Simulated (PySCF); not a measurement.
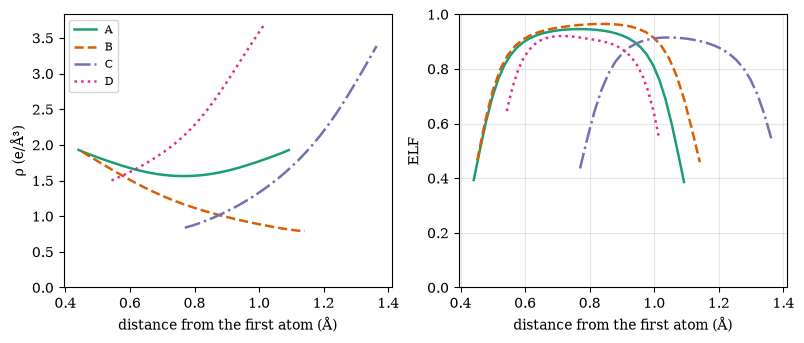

Figure 1: C$_{2}$H$_{10}$BNSi$_{2}$ (SMILES BN1[SiH2]CC[SiH2]1). Electron density and electron localisation function along straight lines between neighbouring atoms. The curves leave out the atomic cores.

Geometry: GFN2-xTB.

All numbers below come from PBE0/pcSseg-1, SCF density, gas phase, non-relativistic (PySCF 2.14.0).

```xyz
16

B     2.4417    0.3401   -0.3291
N     1.0662    0.1475   -0.1453
Si    0.3452   -1.4325    0.1385
C    -1.4188   -0.8743    0.5773
C    -1.7007    0.4428   -0.1542
Si   -0.0981    1.4666   -0.1760
H     3.1610   -0.5853   -0.2961
H     2.8503    1.4235   -0.5146
H     1.0183   -2.1143    1.2461
H     0.4013   -2.2246   -1.0966
H    -2.1714   -1.6249    0.3358
H    -1.4875   -0.7058    1.6535
H    -2.5354    0.9730    0.3044
H    -2.0032    0.2248   -1.1801
H     0.0544    2.2568   -1.3997
H     0.0690    2.2956    1.0246
```

**Which curve belongs to which contact (B–N, C–C, C–Si and Si–N)? The first atom named is at distance zero.**

Curve A: C–C (1.53 Å): ρ is about 1.6 e/Å³ halfway; the ELF peaks at about 0.95 between the atoms: localised, covalent bonding. Curve B: C–Si (1.90 Å): ρ at the midpoint is about 0.93 e/Å³; the ELF peaks at about 0.95 between the atoms, as expected for a shared electron pair. Curve C: Si–N (1.76 Å): ρ at the midpoint is about 1 e/Å³; the ELF peaks at about 0.90 between the atoms: a shared but strongly polarised pair. Curve D: B–N (1.40 Å): ρ is about 1.9 e/Å³ halfway; the ELF peaks at about 0.90 between the atoms (a polar covalent bond).
